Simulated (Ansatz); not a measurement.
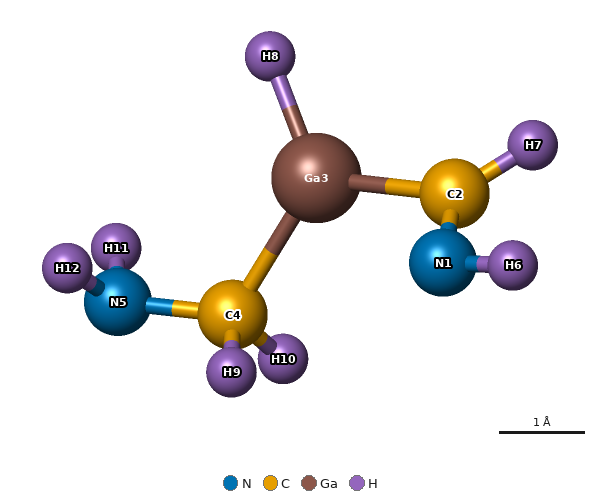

Fig. 1: The input geometry (ball-and-stick view, seen at a tilt; atoms are numbered from 1 in the order of the input). Sticks mark near contacts. Bond lengths as drawn: C–Ga 1.99 Å, C–H 1.09 to 1.10 Å, C–N 1.27 to 1.46 Å, Ga–H 1.58 Å and H–N 1.01 to 1.02 Å.

# Single-point calculation of C₂H₇GaN₂

The run: single-point calculation of C₂H₇GaN₂. Method and program: RKS PBE0-D4/def2-TZVPP (Ansatz 0.2.0).

The geometry comes from this level: PBE0-D4/def2-TZVP.

What the program printed:
```
Functional definition: PBE0
  name "PBE0"
  cite "Adamo & Barone, J. Chem. Phys. 110, 6158 (1999) doi:10.1063/1.478522"
  cite "Perdew, Burke & Ernzerhof, Phys. Rev. Lett. 77, 3865 (1996) doi:10.1103/PhysRevLett.77.3865"
  parent pbe
  parameter a = 0.25
  parameter kappa = 0.804
  parameter beta = 0.06672455060314922
  exchange = (1 - a)*pbe_x(kappa = kappa, mu = beta*pi^2/3) + a*exact_x
  correlation = pbe_c(beta = beta)
1496 factors; their error is unknown
mean field evaluation 1: about -57520.7451 eV, gradient 7.9e1 eV
mean field evaluation 2: about -57471.8701 eV, gradient 1.4e2 eV
mean field evaluation 4: about -57533.1534 eV, gradient 8.5e0 eV
mean field evaluation 8: about -57533.3817 eV, gradient 1.5e-1 eV
mean field evaluation 16: about -57533.5684 eV, gradient 3.5e-4 eV
mean field -57533.56844110 eV, -2114.3196425570 hartree, gradient 3.5e-5 eV, S^2 0.000000; 0 other end points of the search recorded, 0 dependent functions left out
reference -57533.56847511 eV, -2114.3196438070 hartree; 32, 32 occupied and 238, 238 virtual orbitals, 1496 factors
Total energy: -57533.76489860 eV, -2114.3268622369 hartree
```

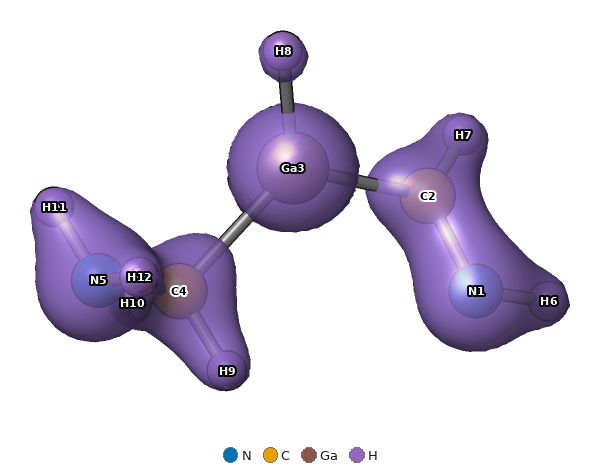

Fig. 2: Isosurface of the total electron density at 1 e/Å³ (purple), seen at a tilt. At this value the surface falls into four separate pieces. It is pinched off along the C–Ga (1.99 Å) contacts. On the grid the lowest density along these lines, outside the cores, is 2.6 e/Å³ (C–N, 1.27 Å), 0.77 e/Å³ (C–Ga, 1.99 Å), 2.4 e/Å³ (N–H, 1.01 Å) and 1.8 e/Å³ (C–N, 1.46 Å).

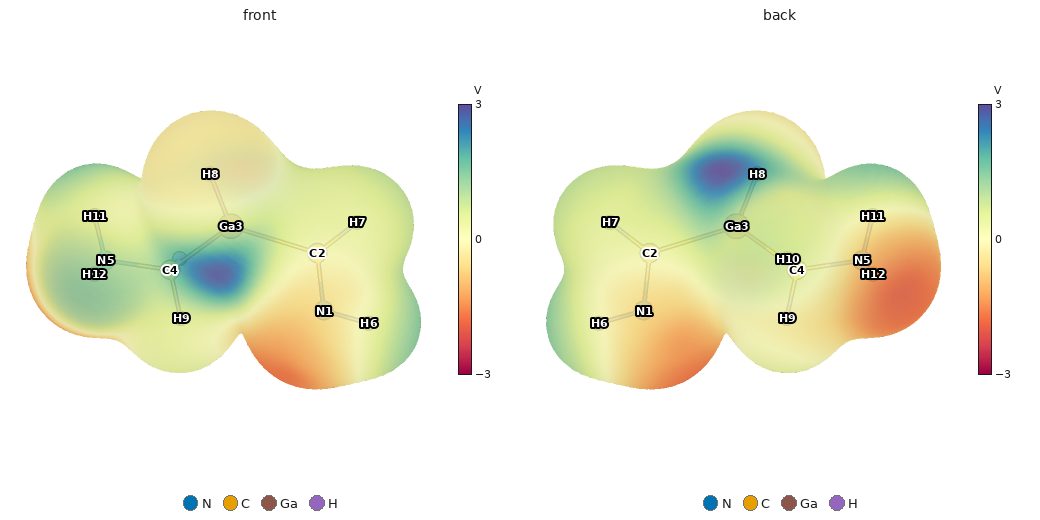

Fig. 3: The molecular electrostatic potential painted on the density surface at 0.002 e/bohr³, seen at a tilt and from behind; red is negative and blue positive.

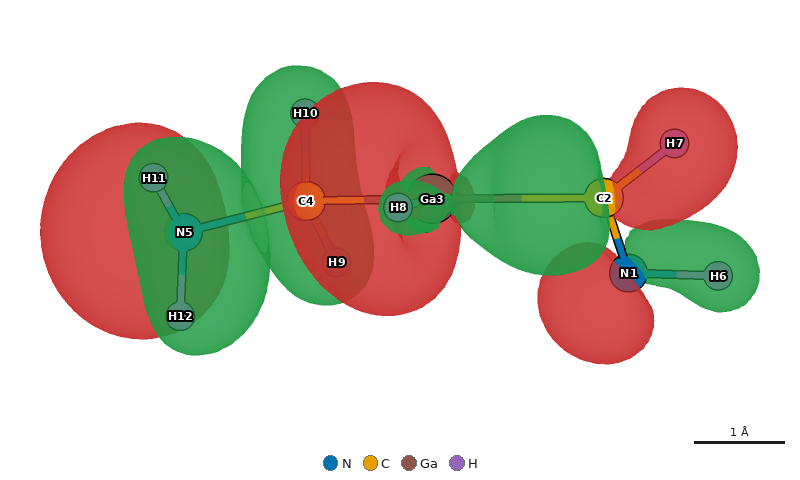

Fig. 4: One frontier orbital at ±0.08 Å⁻³ᐟ² (green and red are the two phases), seen from the side. The HOMO, at −5.98 eV. By Hirshfeld shares it lies mainly on N5 (40 %), C4 (15 %) and Ga3 (15 %).

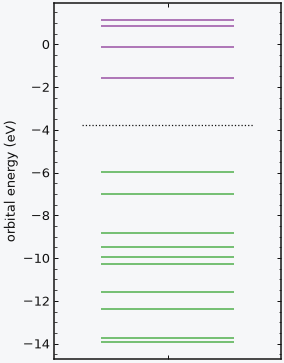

Fig. 5: Orbital energies near the frontier; the dotted line parts filled from empty levels, and levels within 0.02 eV of each other stand side by side. Highest filled −5.98 eV, lowest empty −1.57 eV, 4.41 eV apart.

The run was set up as follows.

Input:
```yaml
crystal:
  periodic: [false, false, false]
  atoms:
    - {symbol: N, position_ang: [0.281978, 2.366450, 1.047327]}
    - {symbol: C, position_ang: [-0.719537, 1.619450, 1.295048]}
    - {symbol: Ga, position_ang: [-0.475038, -0.256658, 0.670053]}
    - {symbol: C, position_ang: [0.255294, -0.602637, -1.148243]}
    - {symbol: N, position_ang: [0.746975, -1.943942, -1.464904]}
    - {symbol: H, position_ang: [0.168587, 3.308052, 1.434556]}
    - {symbol: H, position_ang: [-1.589050, 1.995493, 1.858401]}
    - {symbol: H, position_ang: [-0.764386, -1.448062, 1.669645]}
    - {symbol: H, position_ang: [1.059474, 0.121059, -1.315199]}
    - {symbol: H, position_ang: [-0.509716, -0.326275, -1.882681]}
    - {symbol: H, position_ang: [0.027836, -2.638510, -1.305673]}
    - {symbol: H, position_ang: [1.517582, -2.194433, -0.858320]}
basis:
  gaussian: {orbitals: def2-TZVPP}
hamiltonian: {xc: pbe0, dispersion: d4}
output: {orbitals: {seedname: orbitals}}
```

Launched with:
```bash
ansatz run in.yaml --threads 4 --pin off --events-out ev --progress --plain --max-ram 10444MiB
```

Results in brief:

```csv
quantity,value
outcome,converged
total energy,−57533.7649 eV
mean-field energy,−57533.5685 eV
dispersion energy,−0.1964 eV
SCF solution under orbital rotations,stable
HOMO,−5.98 eV
LUMO,−1.57 eV
hardware,"4 threads of Arm Neoverse V2, 23 GiB of memory available, shared host"
wall time,3.7 s (CPU time 14 s)
peak memory,0.74 GiB
```
